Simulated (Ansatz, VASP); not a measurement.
# CuI in two plane-wave programs, part 2 of 2

Wanted: the spread between two codes on one cell, functional and k mesh.

VASP 6.6.1 and Ansatz 0.2.0.

So far: The starting structure; Ansatz: band structure, HSE06; VASP: band structure, HSE06.

The database entry behind the starting cell differs from later determinations by our own check (about 0.4 % short), so it need not match the best structure at ambient conditions.

## (4) Differences

Known differences besides the PAW data sets themselves: exact exchange at q = 0 is treated differently, which shows on coarse meshes; VASP keeps PBE cores, Ansatz makes them for the functional; the data sets hold 36 valence electrons in Ansatz (default PAW (the set named soft_2) files) and 18 in VASP; the cutoff is 420 eV in Ansatz and 350 eV in VASP; VASP takes a coarser grid for exact exchange (PRECFOCK = Fast). Total energies have different zeros and are not compared.

Both answers:

```
                     quantity  Ansatz   VASP  difference
gap over the path points (eV)   2.696  2.638      +0.058
```

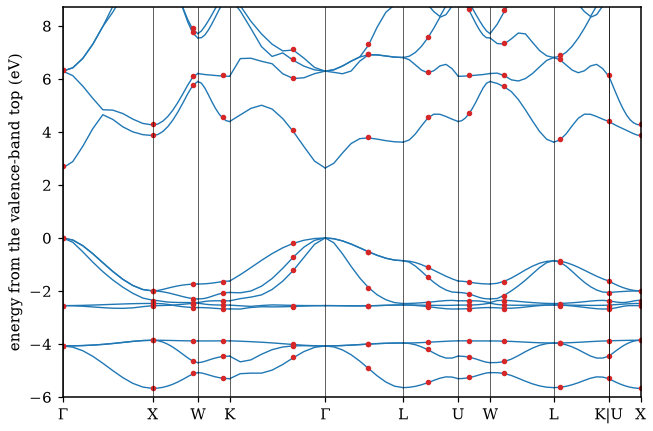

Bands from VASP (lines) and levels from Ansatz (dots). Dots without a line are higher empty bands that the VASP plot leaves out.

Levels at points of the path, from each program's valence-band top (eV; 4 filled, then empty):

```
k (reciprocal lattice)                                   Ansatz                                     VASP
     0.000 0.000 0.000      -2.57 0.00 0.00 0.00 2.70 6.34 6.34      -2.55 0.00 0.00 0.00 2.64 6.29 6.29
     0.500 0.000 0.500  -2.49 -2.36 -2.01 -2.01 3.88 4.28 11.00  -2.47 -2.35 -2.00 -2.00 3.86 4.26 10.99
     0.500 0.222 0.722   -2.48 -2.45 -2.30 -1.75 5.78 6.11 7.76   -2.47 -2.44 -2.29 -1.74 5.76 6.07 7.72
     0.403 0.347 0.750   -2.55 -2.38 -2.09 -1.65 4.54 6.14 8.89   -2.53 -2.37 -2.08 -1.65 4.52 6.11 8.85
     0.125 0.125 0.250   -2.56 -1.23 -0.72 -0.20 4.06 6.05 6.75   -2.54 -1.23 -0.72 -0.20 4.01 6.01 6.70
     0.278 0.278 0.278   -2.58 -1.88 -0.52 -0.52 3.82 6.95 6.95   -2.56 -1.87 -0.52 -0.52 3.77 6.91 6.91
     0.556 0.389 0.556   -2.56 -2.44 -1.48 -1.11 4.55 6.26 7.59   -2.54 -2.43 -1.47 -1.11 4.51 6.23 7.54
     0.583 0.250 0.667   -2.55 -2.38 -2.12 -1.67 4.70 6.15 8.65   -2.53 -2.37 -2.11 -1.67 4.68 6.12 8.61
     0.500 0.306 0.694   -2.55 -2.36 -2.18 -1.64 5.73 6.16 7.36   -2.53 -2.35 -2.17 -1.64 5.70 6.13 7.32
     0.486 0.486 0.528   -2.54 -2.49 -0.92 -0.88 3.73 6.76 6.90   -2.53 -2.47 -0.91 -0.88 3.70 6.72 6.86
```

Among the levels compared (up to four filled and three empty ones at each point), filled levels agree within 16 meV and empty ones within 58 meV.

## (5) VASP: band structure, r2SCAN-EpsX

The same path points are solved in both programs, so levels can be compared one by one.

INCAR

```
SYSTEM = CuI
PREC = Accurate
ENCUT = 350
EDIFF = 1E-06
NELM = 100
ISMEAR = 0
SIGMA = 0.03
LREAL = .FALSE.
ALGO = Normal
LHFCALC = .TRUE.
AEXX = 0.152
METAGGA = R2SCAN
LASPH = .TRUE.
NBANDS = 15
PRECFOCK = Fast
HFRCUT = -1
LORBIT = 11
LWAVE = .FALSE.
LCHARG = .FALSE.
KPAR = 4
```

POSCAR

```
CuI
1.0
    0.0000000000      3.0160000000      3.0160000000
    3.0160000000      0.0000000000      3.0160000000
    3.0160000000      3.0160000000      0.0000000000
I Cu
1 1
Direct
    0.0000000000      0.0000000000      0.0000000000
    0.7500000000      0.7500000000      0.7500000000
```

KPOINTS

```
Automatic mesh
0
Gamma
4 4 4
0 0 0
```

KPOINTS_OPT

```
Line mode
10
Line-mode
Reciprocal
  0.00000000   0.00000000   0.00000000 GAMMA
  0.50000000   0.00000000   0.50000000 X

  0.50000000   0.00000000   0.50000000 X
  0.50000000   0.25000000   0.75000000 W

  0.50000000   0.25000000   0.75000000 W
  0.37500000   0.37500000   0.75000000 K

  0.37500000   0.37500000   0.75000000 K
  0.00000000   0.00000000   0.00000000 GAMMA

  0.00000000   0.00000000   0.00000000 GAMMA
  0.50000000   0.50000000   0.50000000 L

  0.50000000   0.50000000   0.50000000 L
  0.62500000   0.25000000   0.62500000 U

  0.62500000   0.25000000   0.62500000 U
  0.50000000   0.25000000   0.75000000 W

  0.50000000   0.25000000   0.75000000 W
  0.50000000   0.50000000   0.50000000 L

  0.50000000   0.50000000   0.50000000 L
  0.37500000   0.37500000   0.75000000 K

  0.62500000   0.25000000   0.62500000 U
  0.50000000   0.00000000   0.50000000 X
```

PAW data sets: I and Cu (PBE family, release 64).

Run with:

```
$ mpirun -np 4 vasp_std
```

Numbers of over 12 decimals in the logs are rounded to 6 here.

Log:

```text
[banner, memory and clock lines left out]
running    4 mpi-ranks, on    1 nodes
[...]
|                                                                             |
|               ----> ADVICE to this user running VASP <----                  |
|                                                                             |
|     You enforced a specific xc type in the INCAR file but a different       |
|     [... a line on the potential file left out ...]
|     I HOPE YOU KNOW WHAT YOU ARE DOING!                                     |
|                                                                             |

 LDA part: xc-table for (None), standard interpolation
 found WAVECAR, reading the header
 POSCAR, INCAR and KPOINTS ok, starting setup
[...]
HFRCUT set to (new)   9.429134
 reading WAVECAR
 the WAVECAR file was read successfully
 initial charge from wavefunction
 entering main loop
       N       E                     dE             d eps       ncg     rms          rms(c)
[...]
DAV:  10    -0.322006844842E+02   -0.93946E-06   -0.71730E-07   211   0.896E-03
   1 F= -.32200684E+02 E0= -.32200684E+02  d E =-.195360E-13
 Start KPOINTS_OPT (optional k-point list driver)
k-point batch [1-8\100]
       N       E                     dE             ncg
DAV:   1     0.909015627129E+03   -0.93500E+03      240
DAV:   2     0.335046560827E+02   -0.87551E+03      247
DAV:   3    -0.251517493787E+02   -0.58656E+02      324
DAV:   4    -0.267163694775E+02   -0.15646E+01      324
DAV:   5    -0.267749148139E+02   -0.58545E-01      355
DAV:   6    -0.267777812718E+02   -0.28665E-02      347
DAV:   7    -0.267779385310E+02   -0.15726E-03      364
DAV:   8    -0.267779398457E+02   -0.13147E-05      289
DAV:   9    -0.267779398969E+02   -0.51252E-07      246
[...]
k-point batch [97-100\100]
       N       E                     dE             ncg
DAV:   1     0.245243296197E+04   -0.15568E+04      120
DAV:   2     0.207250420133E+04   -0.37993E+03      134
DAV:   3     0.205385099080E+04   -0.18653E+02      155
DAV:   4     0.205340293297E+04   -0.44806E+00      177
DAV:   5     0.205338655771E+04   -0.16375E-01      200
DAV:   6     0.205338640936E+04   -0.14835E-03      184
DAV:   7     0.205338640746E+04   -0.18934E-05      184
DAV:   8     0.205338640741E+04   -0.48415E-07      144
```

From OUTCAR (step 5):

```text
 POSITION                                       TOTAL-FORCE (eV/Angst)
 -----------------------------------------------------------------------------------
      0.00000      0.00000      0.00000        -0.000000     -0.000000     -0.000000
      4.52400      4.52400      4.52400         0.000000      0.000000      0.000000
 -----------------------------------------------------------------------------------
    total drift:                               -0.000291     -0.000174     -0.000096

  FREE ENERGIE OF THE ION-ELECTRON SYSTEM (eV)
  ---------------------------------------------------
  free  energy   TOTEN  =       -32.2006844842 eV

  energy  without entropy=      -32.2006844842  energy(sigma->0) =      -32.20068448

[... 2 parts as in an earlier step ...]

[... 1 further part left out ...]
[key lines of the parts left out:]
E-fermi :   3.7954
```

## (6) Ansatz: band structure, r2SCAN-EpsX

The same cell, functional, mesh and smearing now go to Ansatz, which takes its cutoff from its data sets.

input.yaml

```yaml
crystal:
  lattice:
    - [0.0, 3.016, 3.016]
    - [3.016, 0.0, 3.016]
    - [3.016, 3.016, 0.0]
  atoms:
    - { symbol: I, position: [0.0, 0.0, 0.0] }
    - { symbol: Cu, position: [0.75, 0.75, 0.75] }
hamiltonian:
  xc: { exchange: r2scan, correlation: r2scan, exx: { coeff: 0.152 } }
  pseudopotentials: { kind: paw }
kpoints:
  mp_grid: { grid: [4, 4, 4] }
  band_path:
    path:
      - [0.0, 0.0, 0.0]
      - [0.5, 0.0, 0.5]
      - [0.5, 0.22222, 0.72222]
      - [0.40278, 0.34722, 0.75]
      - [0.125, 0.125, 0.25]
      - [0.27778, 0.27778, 0.27778]
      - [0.55556, 0.38889, 0.55556]
      - [0.58333, 0.25, 0.66667]
      - [0.5, 0.30556, 0.69444]
      - [0.48611, 0.48611, 0.52778]
      - [0.625, 0.25, 0.625]
      - [0.5, 0.0, 0.5]
    npoints: 1
scf:
  occupations: { method: gaussian, width: 0.03 }
  n_extra_bands: 7
output:
  forces: true
  stress: true
  eigenvalues: true
```

Run with:

```
$ ansatz run input.yaml --threads 4 --pin off --max-ram 9216MiB --backend cpu --events-out ev --progress --plain --runs-dir out
```

Log:

```text
[...]
Crystal: 2 atoms, lattice volume = 54.869 Å³
Basis set: ecut = 500 eV, 1411 PW (Γ), exchange–correlation on 128×128×128 points (64 copies of the dense FFT grid, shifted against one another)
Bands: 25, of which v1, the nominal top of the filled ones, is band 18 counted from 1 (17 counted from 0)
Symmetry: 24 space group operations
[...]
k-points: 8 of 64 (time reversal used)
[...]
--- Band table (eV; the first three rows and the last of 8) ---
  k-point 0: bands = [... 14 lower, 5.0846, 7.3955, 7.3955, 7.3955, 10.2943, 13.9255, 13.9255, 13.9255, ... 3 higher]
  k-point 1: bands = [... 14 lower, 5.0750, 5.8436, 6.9651, 6.9651, 11.3990, 14.5072, 14.5072, 14.5521, ... 3 higher]
  k-point 2: bands = [... 14 lower, 5.1108, 5.1606, 6.5679, 6.5679, 11.2236, 14.4149, 14.4149, 16.3502, ... 3 higher]
  k-point 7: bands = [... 14 lower, 5.0928, 5.1915, 5.3401, 5.8116, 13.4241, 13.7692, 15.2133, 15.3249, ... 3 higher]
[key lines of the parts left out:]
Free energy (F): -14158.584405 eV
Fermi energy:    8.845082 eV
P = ⅓ Tr σ = 0.5251 GPa (5.251 kbar)
```

Wall time 33 s (4 threads of Arm Neoverse V2, shared host); peak memory 1 GiB; 2 min of CPU time.

## (7) Comparison

What differs besides the data sets and the points named for the pairs above, as far as they apply: the cutoff is 500 eV in Ansatz and 350 eV in VASP. Total energies have different zeros and are not compared.

The two programs side by side:

```
                     quantity  Ansatz   VASP  difference
gap over the path points (eV)   2.899  2.858      +0.040
```

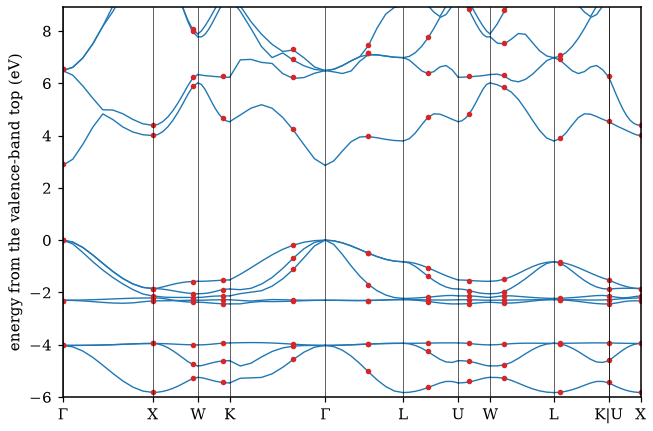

Bands from VASP (lines) and levels from Ansatz (dots). Dots without a line are higher empty bands that the VASP plot leaves out.

Levels at points of the path, from each program's valence-band top (eV; 4 filled, then empty):

```
k (reciprocal lattice)                                   Ansatz                                     VASP
     0.000 0.000 0.000      -2.31 0.00 0.00 0.00 2.90 6.53 6.53      -2.30 0.00 0.00 0.00 2.86 6.48 6.48
     0.500 0.000 0.500  -2.22 -2.15 -1.85 -1.85 4.01 4.41 11.27  -2.21 -2.14 -1.85 -1.85 4.00 4.39 11.26
     0.500 0.222 0.722   -2.30 -2.20 -2.05 -1.59 5.89 6.24 7.99   -2.30 -2.19 -2.04 -1.58 5.88 6.20 7.95
     0.403 0.347 0.750   -2.29 -2.14 -1.90 -1.53 4.68 6.27 9.09   -2.28 -2.13 -1.90 -1.53 4.66 6.24 9.04
     0.125 0.125 0.250   -2.30 -1.12 -0.69 -0.19 4.25 6.22 6.93   -2.29 -1.12 -0.69 -0.19 4.21 6.18 6.88
     0.278 0.278 0.278   -2.32 -1.70 -0.50 -0.50 4.00 7.14 7.14   -2.31 -1.70 -0.50 -0.50 3.96 7.09 7.09
     0.556 0.389 0.556   -2.30 -2.19 -1.38 -1.05 4.72 6.40 7.76   -2.29 -2.18 -1.37 -1.05 4.68 6.37 7.71
     0.583 0.250 0.667   -2.29 -2.14 -1.93 -1.54 4.84 6.28 8.85   -2.28 -2.14 -1.93 -1.54 4.81 6.24 8.80
     0.500 0.306 0.694   -2.30 -2.13 -1.98 -1.50 5.85 6.30 7.54   -2.30 -2.12 -1.97 -1.50 5.82 6.27 7.50
     0.486 0.486 0.528   -2.29 -2.23 -0.88 -0.84 3.91 6.93 7.07   -2.27 -2.23 -0.88 -0.84 3.88 6.89 7.03
```

Among the levels compared (up to four filled and three empty ones at each point), filled levels agree within 12 meV and empty ones within 51 meV.

## (8) Outcome

| Item | Value |
| --- | --- |
| difference in gap over the path points (band structure, HSE06) | 0.058 eV |
| difference in gap over the path points (band structure, r2SCAN-EpsX) | 0.040 eV |

**Reading.** The difference in gap over the path points is 0.058 eV (band structure, HSE06), within the 0.08 eV picked in this series as the mark of a large difference. Differences of this kind measure data sets and numerical settings, not the functional's error against experiment.

[Lines on the potential files, build, host, timing and source positions are cut from VASP's logs without a mark.]

[Logs are printed without paths, hosts, clocks, repeated set-up lines and the standing remarks that a program may print on its own settings, such as how far it seeks lower states.]

[Hosts, paths, dates, database ids (printed as entryN), source tags and the programs' standing remarks are cut or masked in the printed files.]
